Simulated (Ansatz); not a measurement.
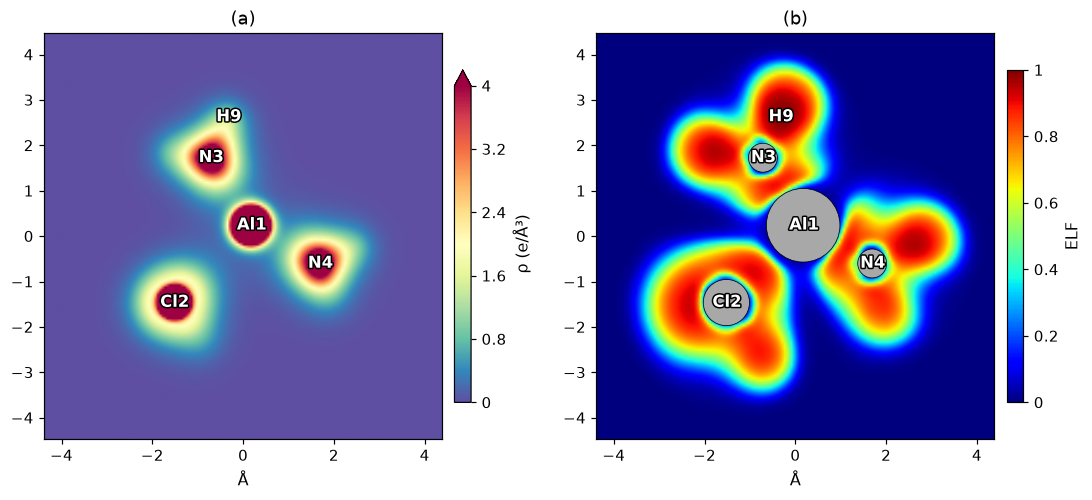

AlClH5N2 (charge +1). (a) total electron density; (b) electron localisation function on the plane of atoms Cl2, Al1 and N4. Grey discs cover the atomic cores in the ELF map.

Geometry: B3LYP-D3(BJ)/def2-SVP.

The calculation used Ansatz 0.2.0, isolated molecule in a Gaussian basis; Kohn-Sham density functional theory, functional PBE0.

Input file:

```
crystal:
  periodic: [false, false, false]
  atoms:
    - symbol: Al
      position_ang: [0.298367, -0.141289, -0.659401]
    - symbol: Cl
      position_ang: [1.668975, -1.391377, 0.862443]
    - symbol: "N"
      position_ang: [0.166348, -1.159030, -2.055516]
    - symbol: "N"
      position_ang: [-0.038252, 1.366920, 0.135347]
    - symbol: H
      position_ang: [-0.224773, 2.230187, -0.373320]
    - symbol: H
      position_ang: [2.218031, -0.406108, 1.520730]
    - symbol: H
      position_ang: [0.814709, -1.891697, -2.335478]
    - symbol: H
      position_ang: [-0.270817, 1.495471, 1.117703]
    - symbol: H
      position_ang: [-0.571187, -1.066216, -2.752238]
basis:
  gaussian:
    orbitals: def2-TZVPD
total_charge: 1
hamiltonian:
  xc: pbe0
output: {forces: true, orbitals: {seedname: orbitals}}
```

Run with:

```sh
ansatz run input.yaml --threads 1 --pin off --max-ram 2610MiB --events-out events.jsonl --progress --plain --runs-dir runs
```

Q: Read the bonding off the picture.

A: The plane passes through Al, Cl, N and H nuclei.
Al–N (1.73 Å): ρ at the midpoint is about 0.94 e/Å³; the ELF peaks at about 0.90 in the valence shell of N, 0.6 Å from its nucleus, and is about 0.65 at the midpoint.
Al–Cl (2.40 Å): the density is about 0.42 e/Å³ at the midpoint; the ELF peaks at about 0.90 in the valence shell of Cl, 0.9 Å from its nucleus, and is about 0.85 at the midpoint.
N–H (1.02 Å): the density is about 2.8 e/Å³ at the midpoint; the ELF climbs to about 1 towards the hydrogen, as it does in any bond to H; a covalent bond by its length.
The ELF also peaks beside Cl2, away from the bonds: lone-pair regions.
